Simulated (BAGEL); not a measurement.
# singlet CH4ClGe+, step by step

Wanted: a single-point energy (singlet CH4ClGe+, HF/def2-SV(P)), then the energy (doublet CH4ClGe, NEVPT2(3,3)/def2-SV(P)), then the energy (doublet CH4ClGe, CASPT2(3,3)/def2-SV(P)) of CH4ClGe. 

The results are computed with BAGEL 1.2.2.

3 further runs of the same task are left out: 3 set aside as unsound or not needed.

## (1) Starting point

The species is CH4ClGe+ (7 atoms), meant as a singlet with charge +1. SMILES of the parent species: `[CH3][GeH][Cl]`. One bond was lengthened or shortened from a relaxed shape. That shape belongs to the parent species and isn't relaxed for this state.

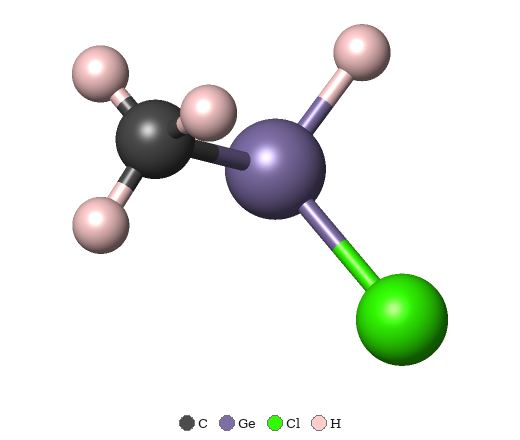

Viewed from a chosen angle; carbon dark grey, germanium purple, chlorine green, hydrogen pink.

## (2) The energy at HF/def2-SV(P) (density fitting with svp-jkfit) (run 1)

input.json

```json
{ "bagel": [

{
  "title": "molecule",
  "basis": "def2-sv_p_.json",
  "df_basis": "svp-jkfit",
  "angstrom": true,
  "geometry": [
    { "atom": "C", "xyz": [      -0.759618,       0.482046,      -0.417331 ] },
    { "atom": "Ge", "xyz": [       0.678882,      -0.841854,      -0.338531 ] },
    { "atom": "Cl", "xyz": [       0.990482,      -1.318054,       1.754069 ] },
    { "atom": "H", "xyz": [      -0.459918,       1.358146,       0.161869 ] },
    { "atom": "H", "xyz": [      -1.672718,       0.065046,       0.005369 ] },
    { "atom": "H", "xyz": [      -0.909900,       0.729400,      -1.298200 ] },
    { "atom": "H", "xyz": [       2.034882,      -0.280854,      -0.845531 ] }
  ]
},

{
  "title": "hf",
  "charge": 1
},

{
  "title": "print",
  "file": "orbitals.molden",
  "orbitals": true
}

]}
```

The basis set def2-SV(P) is read from a file made from the Basis Set Exchange's data (not shown).

The run is started by

```
$ BAGEL_NUM_THREADS=1 BAGEL input.json > input.out
```

Output:

```text
* using 1 threads per process

  ===============================================================
  ===============================================================

  *** Geometry ***

  { "atom" : "C", "xyz" : [     -1.435470,      0.910935,     -0.788641 ] },
  { "atom" : "Ge", "xyz" : [      1.282901,     -1.590873,     -0.639731 ] },
  { "atom" : "Cl", "xyz" : [      1.871740,     -2.490761,      3.314710 ] },
  { "atom" : "H", "xyz" : [     -0.869119,      2.566524,      0.305888 ] },
  { "atom" : "H", "xyz" : [     -3.160979,      0.122919,      0.010146 ] },
  { "atom" : "H", "xyz" : [     -1.719462,      1.378366,     -2.453242 ] },
  { "atom" : "H", "xyz" : [      3.845370,     -0.530737,     -1.597822 ] },

  Number of auxiliary basis functions:      541

  Since a DF basis is specified, we compute 2- and 3-index integrals:
    o Being stored without compression. Storage requirement is 0.022 GB

  Number of basis functions:       72
  Number of electrons      :       59

    * METHOD: MOLECULE                             0.28

  *** RHF ***

  === Nuclear Repulsion ===
   254.3004246977

      * DIIS with orbital gradients will be used.

  === RHF iteration (def2-sv_p_.json) ===
      0      -2574.16180333          0.01482507           0.07
      1      -2574.27467166          0.00804530           0.07
      2      -2574.30220915          0.00147410           0.07
      3      -2574.30389064          0.00060062           0.06
      4      -2574.30410006          0.00017151           0.06
      5      -2574.30414466          0.00005849           0.07
      6      -2574.30415093          0.00002300           0.08
      7      -2574.30415191          0.00000860           0.07
      8      -2574.30415208          0.00000288           0.06
      9      -2574.30415210          0.00000108           0.06
     10      -2574.30415210          0.00000042           0.06
     11      -2574.30415210          0.00000014           0.06
     12      -2574.30415210          0.00000006           0.06
     13      -2574.30415210          0.00000003           0.06
     14      -2574.30415210          0.00000001           0.06
     15      -2574.30415210          0.00000001           0.06
    * SCF iteration converged.

    * Permanent dipole moment:
           (    0.424471,    -0.168594,     1.582115) a.u.

    * METHOD: HF                                   1.20

    * METHOD: PRINT                                0.01

  ===============================================================
```

It took 1.8 s on 1 thread of Intel Xeon 6975P-C (Granite Rapids), shared host; peak memory 0.12 GiB.

## (3) Doublet neutral CH4ClGe: the energy at NEVPT2(3,3)/def2-SV(P) (density fitting with svp-jkfit) (run 2)

nevpt2.json

```json
{ "bagel": [

{
  "title": "molecule",
  "basis": "def2-sv_p_.json",
  "df_basis": "svp-jkfit",
  "angstrom": true,
  "geometry": [
    { "atom": "C", "xyz": [   -0.759618,    0.482046,   -0.417331 ] },
    { "atom": "Ge", "xyz": [    0.678882,   -0.841854,   -0.338531 ] },
    { "atom": "Cl", "xyz": [    0.990482,   -1.318054,    1.754069 ] },
    { "atom": "H", "xyz": [   -0.459918,    1.358146,    0.161869 ] },
    { "atom": "H", "xyz": [   -1.672718,    0.065046,    0.005369 ] },
    { "atom": "H", "xyz": [   -0.909900,    0.729400,   -1.298200 ] },
    { "atom": "H", "xyz": [    2.034882,   -0.280854,   -0.845531 ] }
  ]
},
{
  "title": "hf",
  "charge": 1
},
{
  "title": "casscf",
  "nstate": 1,
  "nact": 3,
  "nclosed": 28,
  "nspin": 1,
  "active": [22, 30, 36],
  "maxiter": 200,
  "natocc": true
},
{
  "title": "nevpt2",
  "nstate": 1,
  "nact": 3,
  "nclosed": 28,
  "nspin": 1,
  "active": [22, 30, 36],
  "maxiter": 200,
  "natocc": true,
  "ncore": 15
},
{
  "title": "print",
  "file": "orbitals.molden",
  "orbitals": true
}

]}
```

The basis set def2-SV(P) is read from a file made from the Basis Set Exchange's data (not shown).

The run is started by

```
$ BAGEL_NUM_THREADS=1 BAGEL nevpt2.json > nevpt2.out
```

Output:

```text
* using 1 threads per process

  ===============================================================
  ===============================================================

  *** Geometry ***

  { "atom" : "C", "xyz" : [     -1.435470,      0.910935,     -0.788641 ] },
  { "atom" : "Ge", "xyz" : [      1.282901,     -1.590873,     -0.639731 ] },
  { "atom" : "Cl", "xyz" : [      1.871740,     -2.490761,      3.314710 ] },
  { "atom" : "H", "xyz" : [     -0.869119,      2.566524,      0.305888 ] },
  { "atom" : "H", "xyz" : [     -3.160979,      0.122919,      0.010146 ] },
  { "atom" : "H", "xyz" : [     -1.719462,      1.378366,     -2.453242 ] },
  { "atom" : "H", "xyz" : [      3.845370,     -0.530737,     -1.597822 ] },

  Number of auxiliary basis functions:      541

[... 21 lines left out ...]
    * SCF iteration converged.
[... 1 line left out ...]
    * Permanent dipole moment:
[... 28 lines left out ...]
    * Second-order optimization converged. *
[... 12 lines left out ...]
     * ci vector, state   0, <S^2> = 0.7500
       2a.    -0.9975268447
       .a2    -0.0702660318

    * METHOD: CASSCF                               3.72

    * freezing 15 orbitals

  === DF-NEVPT2 calculation ===

    * 3-index integral transformation done
    * assembly done

      NEVPT2 correlation energy:   -0.4455151730      0.10

          (+0)     -0.3710407231
          (+0)'    -0.0163875766
          (+1)     -0.0114774272
          (+1)'    -0.0002534635
          (+2)     -0.0001267138
          (-1)     -0.0392590217
          (-1)'    -0.0004020886
          (-2)     -0.0065681586

      NEVPT2 total energy:       -2575.0632787335

    * METHOD: NEVPT2                               0.21

    * METHOD: PRINT                                0.01

  ===============================================================
```

It took 5.7 s on 1 thread of Intel Xeon 6975P-C (Granite Rapids), shared host; peak memory 0.14 GiB.

## (4) Doublet neutral CH4ClGe: the energy at CASPT2(3,3)/def2-SV(P) (density fitting with svp-jkfit) (run 3)

input.json

```json
{ "bagel": [

{
  "title": "molecule",
  "basis": "def2-sv_p_.json",
  "df_basis": "svp-jkfit",
  "angstrom": true,
  "geometry": [
    { "atom": "C", "xyz": [   -0.759618,    0.482046,   -0.417331 ] },
    { "atom": "Ge", "xyz": [    0.678882,   -0.841854,   -0.338531 ] },
    { "atom": "Cl", "xyz": [    0.990482,   -1.318054,    1.754069 ] },
    { "atom": "H", "xyz": [   -0.459918,    1.358146,    0.161869 ] },
    { "atom": "H", "xyz": [   -1.672718,    0.065046,    0.005369 ] },
    { "atom": "H", "xyz": [   -0.909900,    0.729400,   -1.298200 ] },
    { "atom": "H", "xyz": [    2.034882,   -0.280854,   -0.845531 ] }
  ]
},
{ "title": "hf", "charge": 1 },
{ "title": "casscf", "nstate": 1, "nact": 3, "nclosed": 28, "nspin": 1, "active": [22, 30, 36], "maxiter": 200, "natocc": true },
{ "title": "print", "file": "orbitals.molden", "orbitals": true },
{ "title": "smith", "method": "caspt2", "ms": true, "xms": true, "sssr": true, "shift": 0.2, "shift_imag": true, "ncore": 15 }

]}
```

The basis set def2-SV(P) is read from a file made from the Basis Set Exchange's data (not shown).

The run is started by

```
$ BAGEL_NUM_THREADS=1 BAGEL input.json > input.out
```

Output:

```text
* using 1 threads per process

  ===============================================================
  ===============================================================

  *** Geometry ***

  { "atom" : "C", "xyz" : [     -1.435470,      0.910935,     -0.788641 ] },
  { "atom" : "Ge", "xyz" : [      1.282901,     -1.590873,     -0.639731 ] },
  { "atom" : "Cl", "xyz" : [      1.871740,     -2.490761,      3.314710 ] },
  { "atom" : "H", "xyz" : [     -0.869119,      2.566524,      0.305888 ] },
  { "atom" : "H", "xyz" : [     -3.160979,      0.122919,      0.010146 ] },
  { "atom" : "H", "xyz" : [     -1.719462,      1.378366,     -2.453242 ] },
  { "atom" : "H", "xyz" : [      3.845370,     -0.530737,     -1.597822 ] },

  Number of auxiliary basis functions:      541

[... 21 lines left out ...]
    * SCF iteration converged.
[... 1 line left out ...]
    * Permanent dipole moment:
[... 28 lines left out ...]
    * Second-order optimization converged. *
[... 12 lines left out ...]
     * ci vector, state   0, <S^2> = 0.7500
[... 16 lines left out ...]
    * Zeroth order energy : state  0       -1.5615054293
[... 4 lines left out ...]
       #      aibj      arbs      arbi      airj      risj      airs      arst      rist         Etot      error   time
[... 2 lines left out ...]
       0  -0.37047  -0.00802  -0.04190  -0.01296  -0.00019  -0.01496  -0.00039  -0.00024   -0.4491358  0.0018043   0.05
       1  -0.37074  -0.00809  -0.04203  -0.01306  -0.00021  -0.01539  -0.00041  -0.00026   -0.4501866  0.0003418   0.04
       2  -0.37076  -0.00809  -0.04204  -0.01307  -0.00021  -0.01540  -0.00041  -0.00026   -0.4502282  0.0000701   0.05
       3  -0.37075  -0.00809  -0.04204  -0.01307  -0.00021  -0.01540  -0.00041  -0.00026   -0.4502297  0.0000155   0.05
       4  -0.37075  -0.00809  -0.04204  -0.01307  -0.00021  -0.01540  -0.00041  -0.00026   -0.4502298  0.0000037   0.06
       5  -0.37075  -0.00809  -0.04204  -0.01307  -0.00021  -0.01540  -0.00041  -0.00026   -0.4502298  0.0000008   0.05

      ------------------------------------------------------------------------------------------------------------------

    * CASPT2 energy : state  0    -2575.0702964452
        w/o shift correction      -2575.0679933765
        reference weight              0.8754410042

    * METHOD: SMITH                                0.47

  ===============================================================
```

Wall time 6 s (1 thread of Intel Xeon 6975P-C (Granite Rapids), shared host); peak memory 0.15 GiB.

## (5) Summary of results

| quantity | value |
| --- | --- |
| run 1, HF/def2-SV(P): total energy | -2574.30415 Eh |
| run 1, HF/def2-SV(P): HOMO energy | -17.59 eV |
| run 1, HF/def2-SV(P): LUMO energy | -7.37 eV |
| run 1, HF/def2-SV(P): HOMO–LUMO gap | 10.23 eV |
| doublet neutral CH4ClGe, run 2: total energy | -2575.06328 Eh |
| doublet neutral CH4ClGe, run 3: total energy | -2575.07030 Eh |
